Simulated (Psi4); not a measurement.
**C2H3Si (SMILES [C]#C[SiH3]) at UBHLYP/def2-TZVP**

Aim: the vertical ionisation energy of C2H3Si at UBHLYP/def2-TZVP, from 2 runs. 

The results are computed with Psi4 1.11.

4 further runs of the same task are left out: 2 that didn't finish, 2 set aside as unsound or not needed.

**1. Starting point**

The species is C2H3Si (6 atoms), meant as a doublet with charge 0. SMILES: `[C]#C[SiH3]`. The shape is that of a PBE0-D4/def2-TZVP optimisation.

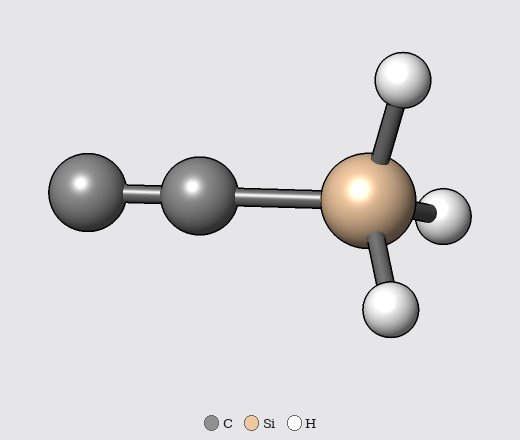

Viewed from a chosen angle; carbon grey, silicon light orange, hydrogen white.

**2. Energy and forces at UBHLYP/def2-TZVP**

The input, c2h3si.xyz:

```xyz
6
C2H3Si
C      1.099800    -1.943700     1.067500
C      0.563900    -0.994100     0.538900
Si    -0.246300     0.437400    -0.257000
H     -1.451000    -0.035700    -0.979200
H      0.706200     1.059100    -1.207200
H     -0.630600     1.412800     0.790800
```

The input, calc.py:

```python
import psi4

psi4.set_memory('1600 MB')
psi4.set_num_threads(1)
psi4.set_output_file('c2h3si.out', False)

with open('c2h3si.xyz') as f:
    atoms = ''.join(f.readlines()[2:])
geom = psi4.geometry('0 2\n' + atoms + 'symmetry c1')

psi4.set_options({
    'basis': 'def2-TZVP',
    'reference': 'uks',
    'puream': True,
    'e_convergence': 1e-09,
    'd_convergence': 1e-08,
    'scf_type': 'pk',
    'dft_radial_points': 99,
    'dft_spherical_points': 590,
    'maxiter': 200,
})

result, w = psi4.gradient("bhhlyp", return_wfn=True)
psi4.oeprop(w, "MULLIKEN_CHARGES", "DIPOLE", "WIBERG_LOWDIN_INDICES", title="BHHLYP")
print('gradient / Eh bohr^-1')
print(result.np.round(6))
print(f'energy = {w.energy():.10f} Eh')
```

Started as:

```
$ python calc.py
```

c2h3si.out (excerpt; [...] marks lines left out):

```text
[...]
  Running in c1 symmetry.
[...]
  Nuclear repulsion =   76.367132930564821
[...]
  Multiplicity = 2
[...]
  Nalpha       = 15
  Nbeta        = 14
[...]
    Number of basis functions: 117
[...]
   @UKS iter   1:  -367.15873814360356   -6.61103e-01   4.85773e-03 ADIIS/DIIS
[...]
   @UKS iter  13:  -367.31098273722682   -2.89901e-12   2.62983e-09 DIIS
[...]
   @S^2 Observed:                7.930317447E-01
[...]
    Orbital Energies [Eh]
    ---------------------
    Alpha Occupied:
       1A    -67.157389     2A    -10.656405     3A    -10.595889
       4A     -5.623902     5A     -3.888521     6A     -3.887101
       7A     -3.887101     8A     -0.890055     9A     -0.666299
      10A     -0.519805    11A     -0.455852    12A     -0.430746
      13A     -0.430727    14A     -0.363632    15A     -0.363623
    Alpha Virtual:
      16A      0.024846    17A      0.024857    18A      0.052848
      19A      0.088163    20A      0.105633    21A      0.105638
      22A      0.173729    23A      0.194252    24A      0.194255
      25A      0.220433    26A      0.249927    27A      0.249931
[...]
  @UKS Final Energy:  -367.31098273722682
   => Energetics <=
    Nuclear Repulsion Energy =             76.3671329305648214
    One-Electron Energy =                -656.1909308020459548
    Two-Electron Energy =                 229.3992308975064986
    DFT Exchange-Correlation Energy =     -16.8864157632521952
    Empirical Dispersion Energy =           0.0000000000000000
    VV10 Nonlocal Energy =                  0.0000000000000000
    Total Energy =                       -367.3109827372268228
[...]
  -Total Gradient:
     Atom            X                  Y                   Z
    ------   -----------------  -----------------  -----------------
       1        0.010469322776    -0.018576897608     0.010346880435
       2       -0.010219864745     0.018134240064    -0.010100335318
       3        0.001867252662    -0.003279384289     0.001778229515
       4       -0.004172664264    -0.001734213716    -0.002477994481
       5        0.003367068810     0.002102989124    -0.003278638908
       6       -0.001311239817     0.003353305487     0.003731851674
[...]
 Multipole Moments:
 ------------------------------------------------------------------------------------
     Multipole            Electronic (a.u.)      Nuclear  (a.u.)        Total (a.u.)
 ------------------------------------------------------------------------------------
 L = 1.  Multiply by 2.5417464519 to convert [e a0] to [Debye]
 Dipole X            :          1.7872246           -1.8970314           -0.1098068
 Dipole Y            :         -3.1586670            3.3529337            0.1942668
 Dipole Z            :          1.7561379           -1.8642941           -0.1081562
 Magnitude           :                                                    0.2479816
[...]
  Mulliken Charges: (a.u.)
   Center  Symbol    Alpha    Beta     Spin     Total
       1     C     3.60160  2.40514  1.19646 -0.00674
       2     C     3.00521  3.20995 -0.20474 -0.21516
       3    SI     6.85067  6.82882  0.02185  0.32051
       4     H     0.51417  0.51870 -0.00453 -0.03287
       5     H     0.51419  0.51869 -0.00450 -0.03287
       6     H     0.51417  0.51870 -0.00453 -0.03288
   Total alpha = 15.00000, Total beta = 14.00000, Total charge = -0.00000
  Wiberg Bond Indices using Orthogonal Lowdin Orbitals:
[...]
```

On the terminal:

```text
gradient / Eh bohr^-1
[[ 0.010469 -0.018577  0.010347]
 [-0.01022   0.018134 -0.0101  ]
 [ 0.001867 -0.003279  0.001778]
 [-0.004173 -0.001734 -0.002478]
 [ 0.003367  0.002103 -0.003279]
 [-0.001311  0.003353  0.003732]]
energy = -367.3109827372 Eh
```

Run time: 44 s. Hardware: 1 thread of Intel Xeon Platinum 8375C at 2.90GHz (Ice Lake), shared host; peak memory 0.71 GiB.

**3. The singlet cation: a single-point energy at BHLYP/def2-TZVP**

c2h3si.xyz is that of step 2.

The input, c2h3si.py:

```python
import psi4

psi4.set_memory('1600 MB')
psi4.set_num_threads(1)
psi4.core.set_output_file('c2h3si.out', False)

with open('c2h3si.xyz') as f:
    atoms = ''.join(f.readlines()[2:])
geom = psi4.geometry('1 1\n' + atoms + 'symmetry c1\nno_reorient\nno_com')

options = {'basis': 'def2-TZVP', 'puream': True, 'e_convergence': 1e-09, 'd_convergence': 1e-08, 'scf_type': 'pk', 'dft_radial_points': 99, 'dft_spherical_points': 590}
psi4.set_options(options)

e, wfn = psi4.energy('bhhlyp', return_wfn=True)
psi4.oeprop(wfn, 'MAYER_INDICES', 'WIBERG_LOWDIN_INDICES', 'DIPOLE')
print(f'bhhlyp energy: {e:.10f} Eh')
```

Started as:

```
$ python c2h3si.py
```

c2h3si.out (excerpt; [...] marks lines left out):

```text
[...]
  Running in c1 symmetry.
[...]
  Nuclear repulsion =   76.367132930564821
[...]
  Multiplicity = 1
[...]
  Nalpha       = 14
  Nbeta        = 14
[...]
    Number of basis functions: 117
[...]
   @RKS iter   1:  -366.58261290719474   -8.49777e-02   5.49672e-03 ADIIS/DIIS
[...]
   @RKS iter  20:  -366.80543171035038   -5.40012e-12   5.13632e-09 DIIS
[...]
    Orbital Energies [Eh]
    ---------------------
    Doubly Occupied:
       1A    -67.374170     2A    -11.029754     3A    -10.945523
       4A     -5.841810     5A     -4.107968     6A     -4.103522
       7A     -4.103521     8A     -1.189346     9A     -0.906959
      10A     -0.725633    11A     -0.681251    12A     -0.681248
      13A     -0.608246    14A     -0.608232
[...]
  @RKS Final Energy:  -366.80543171035038
   => Energetics <=
    Nuclear Repulsion Energy =             76.3671329305648214
    One-Electron Energy =                -648.5534365377951644
    Two-Electron Energy =                 222.0749776790196108
    DFT Exchange-Correlation Energy =     -16.6941057821396370
    Empirical Dispersion Energy =           0.0000000000000000
    VV10 Nonlocal Energy =                  0.0000000000000000
    Total Energy =                       -366.8054317103503195
[...]
 Multipole Moments:
 ------------------------------------------------------------------------------------
     Multipole            Electronic (a.u.)      Nuclear  (a.u.)        Total (a.u.)
 ------------------------------------------------------------------------------------
 L = 1.  Multiply by 2.5417464519 to convert [e a0] to [Debye]
 Dipole X            :         -8.7464156            9.7483412            1.0019256
 Dipole Y            :         15.3637901          -17.1341468           -1.7703567
 Dipole Z            :         -7.8182460            8.7773999            0.9591539
 Magnitude           :                                                    2.2489984
[...]
```

Standard output:

```text
bhhlyp energy: -366.8054317104 Eh
```

Run time: 30 s. Hardware: 1 thread of Intel Xeon Platinum 8375C at 2.90GHz (Ice Lake), shared host; peak memory 0.7 GiB.

**4. Summary of results**

At UBHLYP/def2-TZVP:

```
                                          quantity          value
                      doublet C2H3Si: total energy  -367.31098 Eh
                     doublet C2H3Si: dipole moment         0.63 D
doublet C2H3Si: HOMO energy (highest over α and β)       -9.48 eV
 doublet C2H3Si: LUMO energy (lowest over α and β)       -3.72 eV
                              doublet C2H3Si: ⟨S²⟩          0.793
          doublet C2H3Si: largest force on an atom     1.219 eV/Å
                      singlet cation: total energy  -366.80543 Eh
                       singlet cation: HOMO energy      -16.55 eV
                       singlet cation: LUMO energy      -14.41 eV
                     singlet cation: HOMO–LUMO gap        2.14 eV
vertical ionisation energy (to the singlet cation)      13.757 eV
```

Removing an electron at fixed nuclei costs 13.76 eV (1327 kJ/mol). The largest force (doublet C2H3Si) is 1.22 eV/Å: the shape isn't a stationary point for this species at this level. Only the singlet of the ionised species was computed; a triplet could lie lower. Mulliken charges (doublet C2H3Si) run from -0.22 on C2 to +0.32 on Si3.
